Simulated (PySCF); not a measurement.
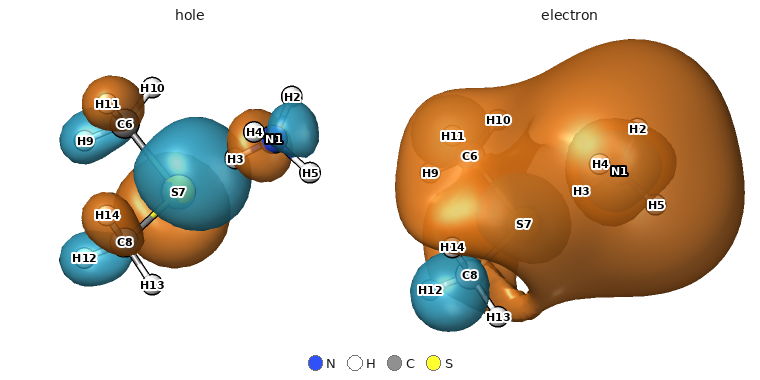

Figure. C$_{2}$H$_{10}$NS, charge +1, SMILES `[NH4+].CSC`. Leading natural transition orbital pair of S₂ (TDA singlet states); the surfaces enclose about 85 % of each orbital's density.

Computed with PySCF, LC-wPBE/def2-SVP, geometry: GFN2-xTB. The pair's geometry is semi-empirical, so its contact may be too short or too long. GFN2-xTB bond lengths at metals and heavier atoms can be off by up to 0.1 Å and shapes distorted, which carries into these values. Without diffuse functions Rydberg states are missing, so the states' numbers hold for this basis only.

The calculation's input:

```python
import numpy as np
from pyscf import gto, scf, dft, tdscf
from pyscf.scf import atom_ks, atom_hf
from scipy.linalg import block_diag

def solve(mol, dm0=None, hcore=None):
    mf = (dft.UKS if mol.spin else dft.RKS)(mol, xc='lc_wpbe')
    mf.grids.level = 3
    mf = mf.density_fit(auxbasis='def2-universal-jkfit')
    mf.conv_tol, mf.max_cycle = 1e-8, 80
    if hcore is not None:
        mf.get_hcore = lambda *args: hcore
    mf.kernel(dm0)
    if not mf.converged:
        mf = mf.newton().run(mf.mo_coeff, mf.mo_occ, max_cycle=30)
    assert mf.converged, 'SCF not converged'
    return mf

mol = gto.M(atom='''
N     -2.48714     0.00080     0.16172
H     -2.86017    -0.94204     0.03222
H     -1.36386    -0.00038    -0.06621
H     -2.66958     0.31160     1.11785
H     -2.94953     0.63397    -0.49457
C      1.10065    -1.39109     0.36555
S      0.41286     0.00008    -0.58222
C      1.10301     1.39004     0.36543
H      2.18134    -1.37397     0.26302
H      0.71058    -2.30555    -0.06840
H      0.81644    -1.30834     1.40975
H      2.18355     1.37160     0.26174
H      0.71289     2.30478    -0.06779
H      0.82057     1.30777     1.41010
''', basis='def2-svp', charge=1, spin=0, verbose=4)
mf = solve(mol)
td = mf.TDA()
td.nstates, td.singlet, td.conv_tol = 5, True, 1e-5
td.kernel()
td.analyze()
x, y = np.array([p[0] for p in td.xy]), np.array([p[1] + 0 * p[0] for p in td.xy])
f, mu = td.oscillator_strength(), td.transition_dipole()
nto = [td.get_nto(state=i + 1, verbose=4) for i in range(len(td.e))]
# spherically averaged free atoms, for the promolecule
atm = atom_ks.get_atm_nrks(mol, xc='lc_wpbe')
pro = block_diag(*[(atm[a[0]][2] * atm[a[0]][3]) @ atm[a[0]][2].T for a in mol._atom])
np.savez('result.npz', e=td.e, f=f, ok=td.converged, w=[n[0] for n in nto], nto=[n[1] for n in nto], x=x, y=y, c=mf.mo_coeff, occ=mf.mo_occ, eps=mf.mo_energy, pro=pro, mu=mu)
```

Launched as:

```sh
OMP_NUM_THREADS=1 python input.py
```

The run took 5.1 min on 1 thread of Arm Neoverse V1 (shared host), peak memory 0.65 GiB.

### Characterise the state.

7.97 eV (155 nm), f = 0.111 (bright), charge transfer; the leading pair carries 99 %; hole on S7 (64 %), N1 (9 %) and C6 and C8 (5 % each), electron on H4 (18 %), N1 (17 %) and H2 (15 %); their centroids lie 2.1 Å apart. In canonical orbitals it is mainly HOMO → LUMO (88 %). The HOMO–LUMO gap is 12.39 eV.
